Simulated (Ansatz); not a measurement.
# Cs2InAgCl6 (Fm-3m): the LDA gap against the k mesh of the density

Wanted: the cheapest k mesh of the density that holds the LDA gap of Cs2InAgCl6 (Fm-3m).

Calculated with Ansatz 0.2.0; DFT, LDA, plane waves, PAW.

## Step 1: The starting structure

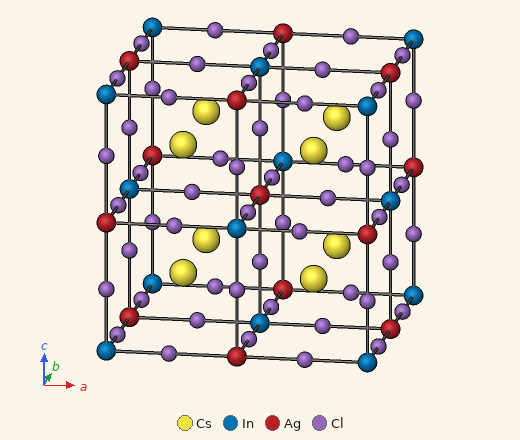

The starting structure, seen slightly off an axis (caesium yellow, indium blue, silver red, chlorine purple). This picture shows the conventional cell, with its axes. Some periodic images of atoms are drawn too.

The cell and positions come from the Crystallography Open Database and are kept as given unless a step says otherwise. Spin-orbit coupling is left out unless a step names it. The default PAW set here is soft_2. Its files were made with PBE.

## Step 2: k mesh of the density: 2×2×2

Contents of input.yaml:

```yaml
crystal:
  lattice:
    - [0.0, 5.2345, 5.2345]
    - [5.2345, 0.0, 5.2345]
    - [5.2345, 5.2345, 0.0]
  atoms:
    - { symbol: Cs, position: [0.25, 0.25, 0.25] }
    - { symbol: Cs, position: [0.75, 0.75, 0.75] }
    - { symbol: In, position: [0.0, 0.0, 0.0] }
    - { symbol: Ag, position: [0.5, 0.5, 0.5] }
    - { symbol: Cl, position: [0.76021, 0.23979, 0.23979] }
    - { symbol: Cl, position: [0.23979, 0.76021, 0.23979] }
    - { symbol: Cl, position: [0.23979, 0.76021, 0.76021] }
    - { symbol: Cl, position: [0.76021, 0.23979, 0.76021] }
    - { symbol: Cl, position: [0.23979, 0.23979, 0.76021] }
    - { symbol: Cl, position: [0.76021, 0.76021, 0.23979] }
kpoints:
  mp_grid: { grid: [2, 2, 2] }
  band_path:
    path:
      - [0.0, 0.0, 0.0]
      - [0.5, 0.0, 0.5]
      - [0.625, 0.25, 0.625]
      - [0.375, 0.375, 0.75]
      - [0.5, 0.5, 0.5]
      - [0.5, 0.25, 0.75]
    npoints: 1
hamiltonian:
  xc: lda
scf:
  occupations: { method: fixed }
  n_extra_bands: 7
output:
  eigenvalues: true
  forces: true
  stress: true
```

Run with:

```console
$ ansatz run input.yaml --threads 3 --pin off --max-ram 92160MiB --backend cuda --events-out ev --progress --plain --runs-dir out --devices 1 --max-vram 13GiB
```

Numbers of over 12 decimals in the logs are rounded to 6 here.

Output:

```text
scf.n_extra_bands = 7 over 46 filled bands (N_el = 92.0): the run solves 53 bands
GPUs: using 1 of 1 available (devices: 1).
Engine: ansatz 0.2.0, x86_64-unknown-linux-gnu
Pseudopotentials: kind: paw
Pseudopotential: Cs, paw, valence charge 9, recommended cutoff 420 eV (normal), Cs.paw.azcp
Pseudopotential: In, paw, valence charge 13, recommended cutoff 420 eV (normal), In.paw.azcp
Pseudopotential: Ag, paw, valence charge 19, recommended cutoff 420 eV (normal), Ag.paw.azcp
Pseudopotential: Cl, paw, valence charge 7, recommended cutoff 420 eV (normal), Cl.paw.azcp
Functional definition: SPW92
  exchange = slater_x
  correlation = pw_c
device memory: the entry about to start is reckoned to put 5.5 GiB on a device that reports 46.7 GiB free (of which the cap on the GPU budget leaves the run 13.0 GiB)
GPU FFT provider: cuFFT
GPU libraries: cuBLAS 13.8.2, cuFFT 12.4.0, cuSOLVER 12.3.4
Crystal: 10 atoms, lattice volume = 286.850 Å³
Basis set: ecut = 420 eV, 5601 PW (Γ)
Bands: 53, of which v1, the nominal top of the filled ones, is band 46 counted from 1 (45 counted from 0)
Symmetry: 48 space group operations
Space group: Fm-3m (ITA 225), of the structure as read, at distance tolerance 6.6e-5 Å
k-points: 3 of 8
Non-local potential: Cs, projectors of the file, l = 0: 3, l = 1: 2, l = 2: 2, l = 3: 2
Non-local potential: In, projectors of the file, l = 0: 2, l = 1: 2, l = 2: 2, l = 3: 2
Non-local potential: Ag, projectors of the file, l = 0: 3, l = 1: 2, l = 2: 2, l = 3: 1
Non-local potential: Cl, projectors of the file, l = 0: 2, l = 1: 2, l = 2: 2
PAW form: soft (Blöchl's): semilocal exchange-correlation on the pseudo side does not see the compensation charge
PAW frozen core: Cs, regenerated for the run's functional, and the local potential with it (the file was generated under x = pbe(κ = 0.804, μ = 0.219515), c = pbe(β = 0.066725))
PAW frozen core: In, regenerated for the run's functional, and the local potential with it (the file was generated under x = pbe(κ = 0.804, μ = 0.219515), c = pbe(β = 0.066725))
PAW frozen core: Ag, regenerated for the run's functional, and the local potential with it (the file was generated under x = pbe(κ = 0.804, μ = 0.219515), c = pbe(β = 0.066725))
PAW frozen core: Cl, regenerated for the run's functional, and the local potential with it (the file was generated under x = pbe(κ = 0.804, μ = 0.219515), c = pbe(β = 0.066725))
PAW one-centre angular grid: Cs, 194 points (default); XC on 64 Gauss nodes
PAW one-centre angular grid: In, 590 points (default); XC on 64 Gauss nodes
PAW one-centre angular grid: Ag, 590 points (default); XC on 64 Gauss nodes
PAW one-centre angular grid: Cl, 110 points (default); XC on 64 Gauss nodes
Initial density: superposition of atomic densities (neutral atoms: chi_scale 0, normalization atom), corrected by the library's trained network
Initial wavefunctions: pseudopotential atomic-orbital guess
GPU buffer pool allocated for 125000 grid points (all kernels)
GPU transforms: local potential and band sums: pruned to the plane-wave sphere, on 50×50×50
Functional: x = slater, c = lda
SCF iter   1: F=—  HF=-30203.227663 eV  |F-HF|=—  |Δ(HF+E_count)|=         —  Δρ=6.96e-3  dr2=1.30e-1  ethr=1.77e-3  ⟨swp⟩=5.3  Hψ=533  notcnv=0  defer=11
preconditioner: auto → Resta (q_TF=auto, 2.257 Å⁻¹)  ε∞=3.8  [insulator: Δε(μ)=0.764 eV  Ē_g=12.060 eV  n_scr=58 (ndim 8)  ℏωp=20.1 eV  f_vac=0.035  ε∞_Penn≈3.8]
SCF iter   2: F=—  HF=-30203.191980 eV  |F-HF|=—  |Δ(HF+E_count)|=   3.57e-2  Δρ=3.17e-3  dr2=2.28e-2  ethr=1.41e-4  ⟨swp⟩=2.0  Hψ=287  notcnv=0  defer=15
SCF iter   3: F=—  HF=-30203.185620 eV  |F-HF|=—  |Δ(HF+E_count)|=   6.36e-3  Δρ=1.04e-3  dr2=2.53e-3  ethr=2.47e-5  ⟨swp⟩=2.3  Hψ=268  notcnv=0  defer=15
SCF iter   4: F=—  HF=-30203.185156 eV  |F-HF|=—  |Δ(HF+E_count)|=   4.64e-4  Δρ=2.80e-4  dr2=2.24e-4  ethr=2.75e-6  ⟨swp⟩=2.0  Hψ=295  notcnv=0  defer=15
SCF iter   5: F=—  HF=-30203.185160 eV  |F-HF|=—  |Δ(HF+E_count)|=   3.88e-6  Δρ=6.24e-5  dr2=1.41e-5  ethr=2.43e-7  ⟨swp⟩=2.3  Hψ=234  notcnv=0  defer=9
SCF iter   6: F=—  HF=-30203.185192 eV  |F-HF|=—  |Δ(HF+E_count)|=   3.16e-5  Δρ=1.58e-5  dr2=1.20e-6  ethr=1.54e-8  ⟨swp⟩=3.0  Hψ=303  notcnv=0  defer=6
SCF iter   7: F=—  HF=-30203.185192 eV  |F-HF|=—  |Δ(HF+E_count)|=   4.45e-8  Δρ=5.22e-6  dr2=1.36e-7  ethr=1.31e-9  ⟨swp⟩=2.0  Hψ=277  notcnv=0  defer=6
SCF iter   8: F=-30203.185192 eV  HF=-30203.185192 eV  |F-HF|=1.64e-9  |Δ(HF+E_count)|=   1.37e-8  Δρ=1.35e-6  dr2=7.07e-9  ethr=1.09e-10  ⟨swp⟩=15.7  Hψ=884  notcnv=0
SCF 1 converged in 8 iterations: F = -30203.185192 eV  dr2 = 7.07e-9
[...]
device memory: the entry about to start is reckoned to put 3.8 GiB on a device that reports 45.6 GiB free (of which the cap on the GPU budget leaves the run 13.0 GiB)
NSCF: frozen V_eff on 6 k-points
SCF converged after 8 iterations
Free energy (F): -30203.185192 eV
Harris-Foulkes:  -30203.185192 eV  (|F-HF|=1.64e-9)
Internal energy: -30203.185192 eV  (E = F + TS)
E sigma→0 (E₀):  -30203.185192 eV
Fermi energy:    3.881654 eV
--- Per-component energies (eV) ---
  E_band       = -694.908702
  E_kinetic    = 2023.401544
  E_local      = -7609.462164  (includes V_loc(G=0)·N_el)
  E_nonlocal   = 710.133212
  E_hartree    = 3128.816506
  E_xc         = -1374.261757
  E_vxc        = -1312.758931  (∫ρ·V_xc dr)
  E_paw        = -21350.761337  (= ΣΔE_a)
  E_vpaw       = -763.855450  (= ΣTr[D̂ρ^β])
  E_aug_tail   = 0.000893  (compensation charges beyond the density's cutoff)
  E_ewald      = -5733.745495
  E_core_change = 2.693407  (= ΣΔE_core)
  E_smearing   = -0.000000  (= −TS)
  E_closure    = -0.000000  (closes the sum)
  Σ components = -30203.185192   (vs F -30203.185192, Δ=0.00e0)
--- Forces (eV/Å), atoms counted from 1 ---
  atom   1  Cs     0.00000000     0.00000000    -0.00000000
  atom   2  Cs    -0.00000000    -0.00000000     0.00000000
  atom   3  In    -0.00000000     0.00000000     0.00000000
  atom   4  Ag     0.00000000     0.00000000    -0.00000000
  atom   5  Cl     0.24969200    -0.00000000     0.00000000
  atom   6  Cl     0.00000000     0.24969200    -0.00000000
  atom   7  Cl    -0.24969200     0.00000000     0.00000000
  atom   8  Cl    -0.00000000    -0.24969200     0.00000000
  atom   9  Cl     0.00000000    -0.00000000     0.24969200
  atom  10  Cl     0.00000000     0.00000000    -0.24969200
  max |Σ_I F_I| component: 3.01e-17 eV/Å
--- Stress (GPa, compression-positive) ---
       -2.014711      -0.000000      -0.000000
       -0.000000      -2.014711      -0.000000
        0.000000       0.000000      -2.014711
  P = ⅓ Tr σ = -2.0147 GPa (-20.147 kbar)
--- Band table (eV) ---
  k-point 0: bands = [... 42 lower, 2.9985, 2.9985, 3.8817, 3.8817, 4.7634, 8.7429, 8.8880, 8.8880, ... 3 higher]
  k-point 1: bands = [... 42 lower, 2.7888, 2.7888, 3.3152, 3.3152, 6.6723, 7.4939, 9.9815, 10.2059, ... 3 higher]
  k-point 2: bands = [... 42 lower, 2.9269, 2.9269, 2.9809, 3.8780, 7.3409, 9.3126, 10.1160, 10.1308, ... 3 higher]
```

It took 5.3 s on 1 × NVIDIA H100 80GB HBM3 (shared by 6 runs) with 3 threads of AMD EPYC 7R13 (Zen 3), shared host; peak memory 0.98 GiB.

Numbers from this step:

```
pressure             : -2.015 GPa
gap                  : 0.8817 eV
valence top at       : Γ
conduction bottom at : Γ
least direct gap     : 0.8817 eV
```

The gap is direct, at Γ.

## Step 3: k mesh of the density: 4×4×4 (the default)

input.yaml, the sections that differ from step 2:

```yaml
kpoints:
  mp_grid: { grid: [4, 4, 4] }
  band_path:
    path:
      - [[0.0, 0.0, 0.0], [0.5, 0.0, 0.5], [0.625, 0.25, 0.625]]
      - [[0.375, 0.375, 0.75], [0.0, 0.0, 0.0], [0.5, 0.5, 0.5], [0.5, 0.25, 0.75], [0.5, 0.0, 0.5]]
    npoints: 10
scf:
  occupations: { method: fermi_dirac, width: 0.02 }
  n_extra_bands: 7
output:
  eigenvalues: true
  forces: true
  stress: true
  write_density: true
  write_potential: true
  elf: true
  volumetric_format: npy
# crystal, hamiltonian: as in step 2
```

Output:

```text
[...]
GPUs: using 1 of 1 available (devices: 1).
[...]
GPU FFT provider: cuFFT
GPU libraries: cuBLAS 13.8.2, cuFFT 12.4.0, cuSOLVER 12.3.4
Crystal: 10 atoms, lattice volume = 286.850 Å³
Basis set: ecut = 420 eV, 5601 PW (Γ)
Bands: 53, of which v1, the nominal top of the filled ones, is band 46 counted from 1 (45 counted from 0)
[... 1 set-up line as in the run before ...]
[...]
k-point 0: bands = [... 42 lower, 2.9844, 2.9844, 3.8661, 3.8661, 4.7671, 8.7395, 8.8878, 8.8878, ... 3 higher]
  k-point 1: bands = [... 42 lower, 2.8175, 2.8900, 3.5598, 3.5598, 5.5510, 8.4966, 9.2608, 9.5409, ... 3 higher]
  k-point 2: bands = [... 42 lower, 2.7753, 2.7753, 3.3005, 3.3005, 6.6739, 7.4933, 9.9782, 10.2033, ... 3 higher]
  k-point 7: bands = [... 42 lower, 2.8379, 2.9072, 2.9992, 3.4143, 7.4790, 8.3680, 10.4412, 10.4412, ... 3 higher]
[key lines of the parts left out:]
SCF converged after 8 iterations
Free energy (F): -30203.305526 eV
Fermi energy:    4.339571 eV
P = ⅓ Tr σ = -2.1675 GPa (-21.675 kbar)
```

Wall time 9.8 s (1 × NVIDIA H100 80GB HBM3 (shared by 6 runs) with 3 threads); peak memory 1 GiB.

This step gave:

```
pressure             : -2.168 GPa
gap                  : 0.9010 eV
valence top at       : Γ
conduction bottom at : Γ
least direct gap     : 0.9010 eV
```

The gap is 0.901 eV, +0.019 eV from the run before at this level.

## Step 4: k mesh of the density: 6×6×6

input.yaml, the sections that differ from step 3:

```yaml
kpoints:
  mp_grid: { grid: [6, 6, 6] }
  band_path:
    path:
      - [0.0, 0.0, 0.0]
      - [0.5, 0.0, 0.5]
      - [0.625, 0.25, 0.625]
      - [0.375, 0.375, 0.75]
      - [0.5, 0.5, 0.5]
      - [0.5, 0.25, 0.75]
    npoints: 1
scf:
  occupations: { method: fixed }
  n_extra_bands: 7
# crystal, hamiltonian, output: as in step 3
```

Output:

```text
[...]
GPUs: using 1 of 1 available (devices: 1).
[...]
GPU FFT provider: cuFFT
GPU libraries: cuBLAS 13.8.2, cuFFT 12.4.0, cuSOLVER 12.3.4
Crystal: 10 atoms, lattice volume = 286.850 Å³
Basis set: ecut = 420 eV, 5601 PW (Γ)
Bands: 53, of which v1, the nominal top of the filled ones, is band 46 counted from 1 (45 counted from 0)
[... 1 set-up line as in the run before ...]
[...]
k-point 0: bands = [... 42 lower, 2.9842, 2.9842, 3.8658, 3.8658, 4.7672, 8.7395, 8.8879, 8.8879, ... 3 higher]
  k-point 1: bands = [... 42 lower, 2.8962, 2.9402, 3.7067, 3.7067, 5.1598, 8.7414, 8.9935, 9.2099, ... 3 higher]
  k-point 2: bands = [... 42 lower, 2.7820, 2.8286, 3.4241, 3.4241, 5.9930, 8.1337, 9.5629, 9.8234, ... 3 higher]
  k-point 15: bands = [... 42 lower, 2.8651, 2.8728, 2.9084, 3.5887, 7.4328, 8.5443, 10.3128, 10.3457, ... 3 higher]
[key lines of the parts left out:]
SCF converged after 8 iterations
Free energy (F): -30203.306126 eV
Fermi energy:    3.865801 eV
P = ⅓ Tr σ = -2.1679 GPa (-21.679 kbar)
```

Run time: 8.3 s. Hardware: 1 × NVIDIA H100 80GB HBM3 (shared by 6 runs) with 3 threads; peak memory 1 GiB; 10 s of CPU time.

This step gave:

```
pressure             : -2.168 GPa
gap                  : 0.9014 eV
valence top at       : Γ
conduction bottom at : Γ
least direct gap     : 0.9014 eV
```

The gap is 0.901 eV, as in the run before at this level.

## Step 5: The series

Differences are against the last row; a negative gap means that bands overlap, and a run with a band path holds that path's time. Times are wall times on 1 × NVIDIA H100 80GB HBM3 (shared by 6 runs) with 3 threads of AMD EPYC 7R13 (Zen 3), shared host, good to a factor of about two.

| k mesh of the density | gap (eV) | direct gap (eV) | gap error (eV) | energy error (meV/atom) | irreducible k | time |
| --- | --- | --- | --- | --- | --- | --- |
| 2×2×2 | 0.882 | 0.882 | −0.020 | +12.1 | 3 | 5.3 s |
| 4×4×4 | 0.901 | 0.901 | −0.0004 | +0.1 | 8 | 9.8 s |
| 6×6×6 | 0.901 | 0.901 | +0.000 | +0.0 | 16 | 8.3 s |

## Step 6: Summary of results

```yaml
2x2x2: 0.882 eV
4x4x4: 0.901 eV
6x6x6: 0.901 eV
```

The gap holds to 0.02 eV from 2×2×2 on, the cheapest setting tried. At 2×2×2 the gap is off by −0.020 eV and the energy by +12 meV/atom. The gap is read over the mesh and added points near the edges, so meshes differ mainly through the density and, for a hybrid, the exchange operator.

[Paths, hosts, dates, memory and timing lines, banners, echoed tables and standing remarks are left out of the program output.]

[Logs are printed without paths, hosts, clocks, repeated set-up lines and the standing remarks that a program may print on its own settings, such as how far it seeks lower states.]

[Runs of the session that timed out or met a known fault of the program may be left out.]

[Cells called generated may have been cut or substituted from an entry of the Crystallography Open Database or the Materials Project.]

[Hosts, paths, dates, database ids (printed as entryN), source tags and the programs' standing remarks are cut or masked in the printed files.]
